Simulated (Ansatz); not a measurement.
Input file:

```
crystal:
  periodic: [false, false, false]
  atoms:
    - { symbol: Al, position_ang: [0.026732, 0.404669, -0.138324] }
    - { symbol: F, position_ang: [-0.166356, 0.338732, 1.546014] }
    - { symbol: H, position_ang: [1.498693, 0.692362, -0.674845] }
    - { symbol: H, position_ang: [-1.31397, 0.400935, -0.998002] }
    - { symbol: "N", position_ang: [0.113241, -2.475503, 0.988816] }
    - { symbol: H, position_ang: [-0.657616, -3.155056, 0.974834] }
    - { symbol: H, position_ang: [0.96593, -2.980367, 1.26177] }
    - { symbol: H, position_ang: [-0.089553, -1.77827, 1.741636] }
basis:
  gaussian: { orbitals: def2-SVP }
hamiltonian:
  xc: pbe
  dispersion: d4
relax:
  f_tol: 0.03
  max_steps: 50
output:
  orbitals: {}
```

Run with:

```sh
ansatz run input.yaml --threads 2 --pin off --max-ram 3072MiB --backend cpu --events-out ev --progress --plain --runs-dir out
```

The fields are those of the relaxed geometry.

The calculation used Ansatz, RKS PBE-D4/def2-SVP.

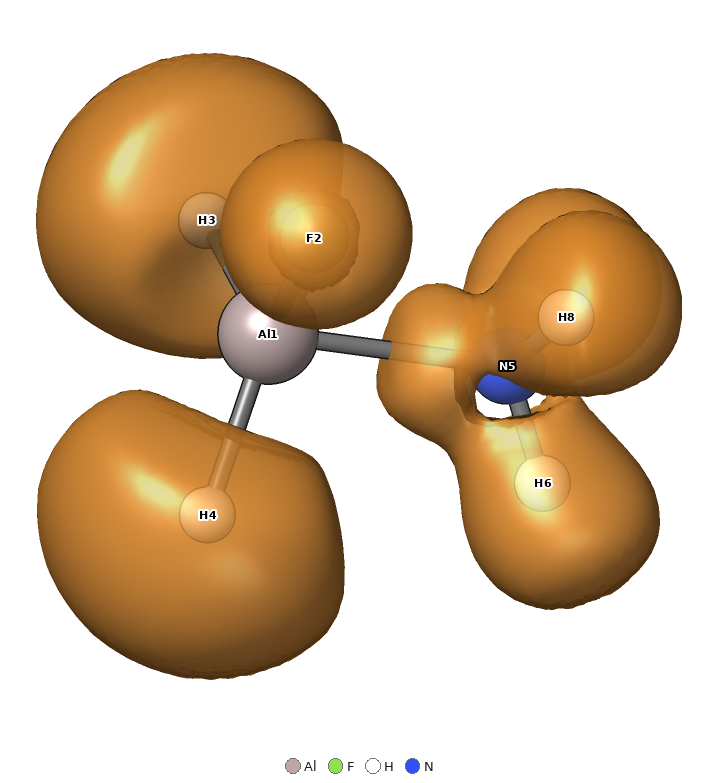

AlFH5N. Isosurface of the ELF at 0.75 (orange), seen at a tilt. Core shells and regions of very low density are left out.

Q: What do the ELF domains correspond to?

A: At this value the surface marks out two regions around hydrogen nuclei, one region wrapped around F (its valence shell) and one joined region spread over several atoms (H, N), in which their bonds and any lone pairs are merged. Along the contacts the grid gives the following. Al–F (1.71 Å): the ELF peaks at about 0.85 in the valence shell of F, 0.5 Å from its nucleus, and is about 0.25 at the midpoint. Al–N (2.08 Å): the ELF peaks at about 0.95 in the valence shell of N, 0.7 Å from its nucleus, and is about 0.75 at the midpoint.
